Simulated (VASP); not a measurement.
# YB6: structure and properties in VASP, part 3 of 6

What structure does YB6 take at this level, and what are its properties? The start is a cell from a database of measured crystal structures.

VASP 6.6.1; LDA; plane waves and PAW (Y_sv, B).

Still holding for the runs below: This run has no spin polarisation. Its electron count is odd, so without a moment it is a metal by construction.

So far. Step 3 (Second relaxation): It ends with a largest force of 0.001 eV/Å and a pressure of 0.00 GPa. The volume moved by under 0.01 %: the run met its threshold at the first step. Step 4 (Density, ELF and potential (LDA)): In this run the pressure is 0.01 GPa, small enough to go on.

The database entry behind the starting cell differs from later determinations by our own check (about 0.3 % long, ideal inner coordinate), so it need not match the best structure at ambient conditions.

## 5. Band structure (LDA)

Levels along the symmetry lines show where the bands peak and cross; KPOINTS_OPT computes them in the converged potential.

Contents of INCAR:

```
SYSTEM = YB6
PREC = Accurate
ENCUT = 420
EDIFF = 1E-06
NELM = 100
ISMEAR = 0
SIGMA = 0.05
LREAL = .FALSE.
ALGO = Normal
GGA = CA
NBANDS = 32
LASPH = .TRUE.
LORBIT = 11
LWAVE = .FALSE.
LCHARG = .FALSE.
KPAR = 4
```

Contents of POSCAR:

```
YB6
1.0
    4.0430313235      0.0000000000      0.0000000000
    0.0000000000      4.0430313235      0.0000000000
    0.0000000000      0.0000000000      4.0430313235
Y B
1 6
Direct
    0.0000000000      0.0000000000      0.0000000000
    0.1990281892      0.5000000000      0.5000000000
    0.5000000000      0.1990281892      0.5000000000
    0.8009718108      0.5000000000      0.5000000000
    0.5000000000      0.8009718108      0.5000000000
    0.5000000000      0.5000000000      0.1990281892
    0.5000000000      0.5000000000      0.8009718108
```

Contents of KPOINTS:

```
Automatic mesh
0
Gamma
6 6 6
0 0 0
```

Contents of KPOINTS_OPT:

```
Line mode
12
Line-mode
Reciprocal
  0.00000000   0.00000000   0.00000000 GAMMA
  0.00000000   0.50000000   0.00000000 X

  0.00000000   0.50000000   0.00000000 X
  0.50000000   0.50000000   0.00000000 M

  0.50000000   0.50000000   0.00000000 M
  0.00000000   0.00000000   0.00000000 GAMMA

  0.00000000   0.00000000   0.00000000 GAMMA
  0.50000000   0.50000000   0.50000000 R

  0.50000000   0.50000000   0.50000000 R
  0.00000000   0.50000000   0.00000000 X

  0.50000000   0.50000000   0.00000000 M
  0.50000000   0.50000000   0.50000000 R
```

PAW data sets: Y_sv and B (LDA family, release 64).

Launch:

```console
$ mpirun -np 4 vasp_std
```

The log of the run:

```text
[... set-up lines as in an earlier step ...]
 entering main loop
       N       E                     dE             d eps       ncg     rms          rms(c)
DAV:   1     0.561641218779E+02    0.56164E+02   -0.11438E+04  1280   0.717E+02
DAV:   2    -0.601815064586E+02   -0.11635E+03   -0.11070E+03  1592   0.190E+02
DAV:   3    -0.643514236568E+02   -0.41699E+01   -0.41335E+01  1816   0.281E+01
DAV:   4    -0.644094522002E+02   -0.58029E-01   -0.57952E-01  1552   0.289E+00
DAV:   5    -0.644104793278E+02   -0.10271E-02   -0.10271E-02  1656   0.359E-01    0.156E+01
DAV:   6    -0.556424873770E+02    0.87680E+01   -0.51744E+00  1512   0.151E+01    0.141E+01
DAV:   7    -0.546404653419E+02    0.10020E+01   -0.28671E+00  1688   0.777E+00    0.123E+01
DAV:   8    -0.551261191712E+02   -0.48565E+00   -0.16139E+00  1416   0.625E+00    0.564E+00
DAV:   9    -0.546112048881E+02    0.51491E+00   -0.72894E-01  1432   0.453E+00    0.463E-01
DAV:  10    -0.546144318049E+02   -0.32269E-02   -0.69070E-02  1568   0.107E+00    0.143E+00
DAV:  11    -0.546132948704E+02    0.11369E-02   -0.92445E-04  1520   0.148E-01    0.871E-01
DAV:  12    -0.546121467493E+02    0.11481E-02   -0.21223E-03  1472   0.232E-01    0.154E-01
DAV:  13    -0.546121452658E+02    0.14836E-05   -0.24910E-04  1624   0.668E-02    0.462E-02
DAV:  14    -0.546121444945E+02    0.77122E-06   -0.28764E-06  1648   0.888E-03
   1 F= -.54612144E+02 E0= -.54611515E+02  d E =-.125870E-02
 Start KPOINTS_OPT (optional k-point list driver)
k-point batch [1-20\72]
       N       E                     dE             ncg
DAV:   1    -0.134444017358E+04   -0.10374E+05     1280
DAV:   2    -0.349944894413E+04   -0.21550E+04     1584
DAV:   3    -0.357852973216E+04   -0.79081E+02     1768
DAV:   4    -0.357978432407E+04   -0.12546E+01     1584
DAV:   5    -0.357980039516E+04   -0.16071E-01     1608
DAV:   6    -0.357980059443E+04   -0.19927E-03     1584
DAV:   7    -0.357980059726E+04   -0.28265E-05     1552
DAV:   8    -0.357980059731E+04   -0.49233E-07     1104
[...]
k-point batch [61-72\72]
       N       E                     dE             ncg
DAV:   1     0.493499442444E+04   -0.11674E+05      768
DAV:   2     0.355537548716E+04   -0.13796E+04      992
DAV:   3     0.350118679383E+04   -0.54189E+02     1072
DAV:   4     0.350030191186E+04   -0.88488E+00      848
DAV:   5     0.350029152403E+04   -0.10388E-01      952
DAV:   6     0.350029137889E+04   -0.14514E-03      920
DAV:   7     0.350029137666E+04   -0.22284E-05      936
DAV:   8     0.350029137662E+04   -0.40943E-07      584
```

The job ended after 14 s (4 MPI ranks of Intel Xeon 6975P-C (Granite Rapids), shared host; peak memory 0.66 GiB).

From OUTCAR (step 5):

```text
   k-points           NKPTS =     20   k-points in BZ     NKDIM =     20   number of bands    NBANDS=     32

   NELECT =      29.0000    total number of electrons

 E-fermi :   6.8346

 k-point     1 :       0.0000    0.0000    0.0000
  band No.  band energies     occupation
    ...
     10      -0.2444      2.00000
     11      -0.2444      2.00000
     12       4.7619      2.00000
     13       4.7619      2.00000
     14       4.7619      2.00000
     15       7.8495      0.00000
     16       7.8495      0.00000
     17       7.9264      0.00000
     18       7.9264      0.00000
     19       7.9264      0.00000
    ...

  Total        0.0037190      0.0037190      0.0037190      0.0000000      0.0000000     -0.0000000
  in kB        0.0901602      0.0901602      0.0901602      0.0000000      0.0000000     -0.0000000
  external PRESSURE =       0.0901602 kB  Pullay stress =       0.0000000 kB

 POSITION                                       TOTAL-FORCE (eV/Angst)
 -----------------------------------------------------------------------------------
      0.00000      0.00000      0.00000         0.000000     -0.000000      0.000000
      0.80468      2.02152      2.02152        -0.000311      0.000000      0.000000
      2.02152      0.80468      2.02152         0.000000     -0.000311      0.000000
      3.23835      2.02152      2.02152         0.000311     -0.000000     -0.000000
      2.02152      3.23835      2.02152         0.000000      0.000311      0.000000
      2.02152      2.02152      0.80468        -0.000000     -0.000000     -0.000311
      2.02152      2.02152      3.23835         0.000000      0.000000      0.000311
 -----------------------------------------------------------------------------------
    total drift:                                0.000000     -0.000000     -0.000000

  FREE ENERGIE OF THE ION-ELECTRON SYSTEM (eV)
  ---------------------------------------------------
  free  energy   TOTEN  =       -54.6121444945 eV

  energy  without entropy=      -54.6108857964  energy(sigma->0) =      -54.61151515

[... 8 parts as in an earlier step ...]

[... 8 further parts left out ...]
```

Numbers from this step:

```yaml
bands: 32
pressure: 0.009016 GPa
```

Electronic bands along the path, in eV, zero at the Fermi level; # counts the bands kept, so #1 is VASP's band 6:

```tsv
point	#6	#7	#8	#9	#10	#11	#12	#13
Γ	-7.08	-2.07	-2.07	-2.07	1.01	1.01	1.09	1.09
X	-4.00	-4.00	-3.45	-2.74	-1.39	1.21	1.21	1.49
M	-4.76	-4.76	-3.07	-3.07	1.59	1.59	1.88	2.34
Γ	-7.08	-2.07	-2.07	-2.07	1.01	1.01	1.09	1.09
R	-6.02	-2.62	-2.62	-2.62	2.69	2.89	2.89	3.25
X	-4.00	-4.00	-3.45	-2.74	-1.39	1.21	1.21	1.49
jump to M	-4.76	-4.76	-3.07	-3.07	1.59	1.59	1.88	2.34
R	-6.02	-2.62	-2.62	-2.62	2.69	2.89	2.89	3.25
```

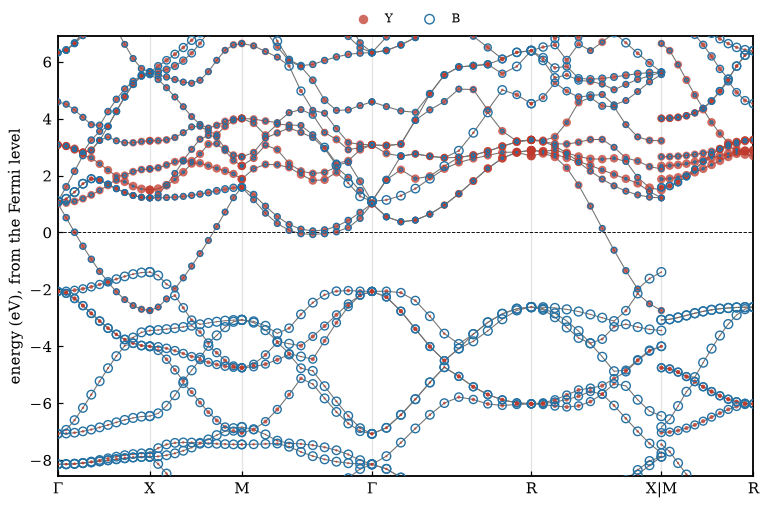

Electronic bands along the path; dots are coloured as in the legend, and their area grows with the weight.

There is no gap at this level.

Of the bands kept, 1 crosses the Fermi level on this path.

## 6. Density of states (LDA)

Here the states are counted by energy and projected on the atoms. The mesh is finer than in the run before.

INCAR: that of step 5 with these lines changed.

```diff
@@ -5,3 +5,3 @@
 NELM = 100
-ISMEAR = 0
+ISMEAR = -5
 SIGMA = 0.05
@@ -16 +16,2 @@
 KPAR = 4
+NEDOS = 2001
```

POSCAR is that of step 5.

Contents of KPOINTS:

```
Automatic mesh
0
Gamma
8 8 8
0 0 0
```

Launch:

```console
$ mpirun -np 4 vasp_std
```

The log of the run:

```text
[... set-up lines as in an earlier step ...]
 entering main loop
       N       E                     dE             d eps       ncg     rms          rms(c)
DAV:   1     0.591277476359E+02    0.59128E+02   -0.11453E+04  2240   0.719E+02
DAV:   2    -0.600252888712E+02   -0.11915E+03   -0.11353E+03  2752   0.190E+02
DAV:   3    -0.643427172989E+02   -0.43174E+01   -0.42778E+01  3184   0.288E+01
DAV:   4    -0.644112100649E+02   -0.68493E-01   -0.68417E-01  2696   0.321E+00
DAV:   5    -0.644124303520E+02   -0.12203E-02   -0.12194E-02  2896   0.403E-01    0.156E+01
DAV:   6    -0.556575658230E+02    0.87549E+01   -0.52587E+00  2672   0.152E+01    0.139E+01
DAV:   7    -0.546579715817E+02    0.99959E+00   -0.29144E+00  2976   0.782E+00    0.123E+01
DAV:   8    -0.551240570760E+02   -0.46609E+00   -0.15799E+00  2472   0.623E+00    0.532E+00
DAV:   9    -0.546277968345E+02    0.49626E+00   -0.68737E-01  2448   0.446E+00    0.476E-01
DAV:  10    -0.546303994563E+02   -0.26026E-02   -0.64751E-02  2752   0.105E+00    0.143E+00
DAV:  11    -0.546291808428E+02    0.12186E-02   -0.96540E-04  2656   0.153E-01    0.841E-01
DAV:  12    -0.546280626785E+02    0.11182E-02   -0.20468E-03  2576   0.228E-01    0.138E-01
DAV:  13    -0.546280657364E+02   -0.30579E-05   -0.23950E-04  2808   0.659E-02    0.402E-02
DAV:  14    -0.546280633051E+02    0.24313E-05   -0.28133E-06  2848   0.868E-03    0.193E-02
DAV:  15    -0.546280649506E+02   -0.16456E-05   -0.14556E-06  2440   0.536E-03    0.133E-02
DAV:  16    -0.546280637681E+02    0.11825E-05   -0.40131E-07  1776   0.325E-03    0.561E-03
DAV:  17    -0.546280641613E+02   -0.39326E-06   -0.11727E-07  1456   0.156E-03
   1 F= -.54628064E+02 E0= -.54628064E+02  d E =0.000000E+00
 -----------------------------------------------------------------------------
|                                                                             |
|           W    W    AA    RRRRR   N    N  II  N    N   GGGG   !!!           |
|           W    W   A  A   R    R  NN   N  II  NN   N  G    G  !!!           |
|           W    W  A    A  R    R  N N  N  II  N N  N  G       !!!           |
|           W WW W  AAAAAA  RRRRR   N  N N  II  N  N N  G  GGG   !            |
|           WW  WW  A    A  R   R   N   NN  II  N   NN  G    G                |
|           W    W  A    A  R    R  N    N  II  N    N   GGGG   !!!           |
|                                                                             |
|     Tetrahedron method does not include variations of the Fermi             |
|     occupations, so forces and stress will be inaccurate. We suggest        |
|     using a different smearing scheme ISMEAR = 1 or 2 for metals in         |
|     relaxations.                                                            |
|                                                                             |
 -----------------------------------------------------------------------------
```

Run time: 13 s. Hardware: 4 MPI ranks; peak memory 0.68 GiB; 46 s of CPU time.

Parts of OUTCAR (step 6):

```text
   k-points           NKPTS =     35   k-points in BZ     NKDIM =     35   number of bands    NBANDS=     32

   NELECT =      29.0000    total number of electrons

 E-fermi :   6.8116

 k-point     1 :       0.0000    0.0000    0.0000
  band No.  band energies     occupation
    ...
     10      -0.2435      2.00000
     11      -0.2435      2.00000
     12       4.7615      2.00000
     13       4.7615      2.00000
     14       4.7615      2.00000
     15       7.8489     -0.69832
     16       7.8489      0.00000
     17       7.9267      0.00000
     18       7.9267      0.00000
     19       7.9267      0.00000
    ...

  Total       -0.0019279     -0.0019279     -0.0019279     -0.0000000     -0.0000000      0.0000000
  in kB       -0.0467383     -0.0467383     -0.0467383     -0.0000000     -0.0000000      0.0000000
  external PRESSURE =      -0.0467383 kB  Pullay stress =       0.0000000 kB

 POSITION                                       TOTAL-FORCE (eV/Angst)
 -----------------------------------------------------------------------------------
      0.00000      0.00000      0.00000        -0.000000      0.000000     -0.000000
      0.80468      2.02152      2.02152        -0.012151      0.000000     -0.000000
      2.02152      0.80468      2.02152        -0.000000     -0.012151     -0.000000
      3.23835      2.02152      2.02152         0.012151     -0.000000     -0.000000
      2.02152      3.23835      2.02152        -0.000000      0.012151     -0.000000
      2.02152      2.02152      0.80468        -0.000000     -0.000000     -0.012151
      2.02152      2.02152      3.23835        -0.000000      0.000000      0.012151
 -----------------------------------------------------------------------------------
    total drift:                                0.000000     -0.000000     -0.000000

  FREE ENERGIE OF THE ION-ELECTRON SYSTEM (eV)
  ---------------------------------------------------
  free  energy   TOTEN  =       -54.6280641613 eV

  energy  without entropy=      -54.6280641613  energy(sigma->0) =      -54.62806416

[... 6 parts as in an earlier step ...]

[... 10 further parts left out ...]
```

With tetrahedra the forces and stress of a metal are not exact derivatives of the energy.

Numbers from this step:

```yaml
scf_cycles: 17
irreducible_k_points: 35
free_energy_toten: -54.6281 eV
fermi_energy: 6.812 eV
pressure: -0.004674 GPa
dos_at_the_fermi_level: 0.8290 states/eV/cell
```

The density of states has structure finer than the step of the table below, so its rows give means over 1 eV, whole bins alone (the curve runs from -12.0 to 2.83 eV). Peaks (eV: height): total -5.6: 3.81, -4.7: 4.57, -3.2: 3.87, 2.4: 5.86; B p -10.3: 0.699, -5.6: 1.76, -4.7: 2.24, -3.2: 2.66; Y d 2.4: 3.66; B s -10.3: 1.36, -9.6: 0.878, -5.7: 0.346, -4.4: 0.292; Y p -10.4: 0.0948, -9.6: 0.0736, -5.6: 0.153, -4.7: 0.101.

States under -12.0 eV and over 2.8 eV are left out. Density of states against energy, zero at the Fermi level; means over each step; values in states/eV/cell:

```tsv
energy (eV)	total	B p	Y d	B s	Y p	Y s
-11	0.787	0.156	0.00597	0.300	0.0141	0.0204
-10	2.48	0.530	0.0403	0.986	0.0667	0.0227
-9	1.58	0.460	0.0345	0.547	0.0403	0.00266
-8	1.27	0.475	0.0385	0.353	0.0189	0.00117
-7	1.11	0.517	0.0396	0.179	0.0190	0.00855
-6	2.53	1.15	0.102	0.273	0.0709	0.0320
-5	2.44	1.19	0.145	0.160	0.0671	0.00959
-4	2.71	1.53	0.130	0.165	0.0380	0.00464
-3	2.60	1.72	0.0729	0.0880	0.0172	0.00533
-2	0.589	0.285	0.0630	0.0104	0.00576	0.00146
-1	0.484	0.121	0.144	0.00784	0.00107	0.00230
0	0.794	0.183	0.267	0.0173	0.00506	0.00624
1	1.66	0.334	0.622	0.0746	0.0353	0.00744
2	3.84	0.458	2.18	0.162	0.0446	0.0477
```

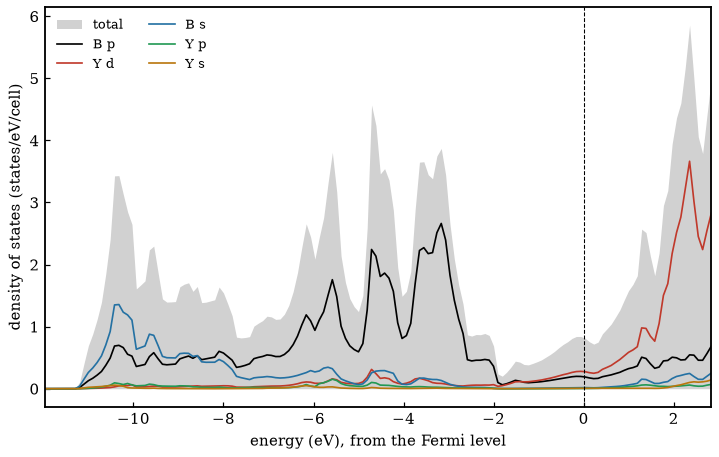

Density of states against energy.

The finer mesh and the other smearing move the Fermi level by -0.02 eV from the 6×6×6 run, a small shift, which tests the Fermi level alone. Of the states within 0.3 eV of the Fermi level, the largest shares in the PAW spheres are Y d 33 % and B p 23 %. The rest lies in smaller channels or between the spheres.

(Part 3 of 6 ends here.)

[Lines on the potential files, build, host, timing and source positions are cut from VASP's logs without a mark.]

[Logs are printed without paths, hosts, clocks, repeated set-up lines and the standing remarks that a program may print on its own settings, such as how far it seeks lower states.]

[Hosts, paths, dates, database ids (printed as entryN), source tags and the programs' standing remarks are cut or masked in the printed files.]

[A measured line is paired with the nearest computed mode of its activity, which favours agreement.]
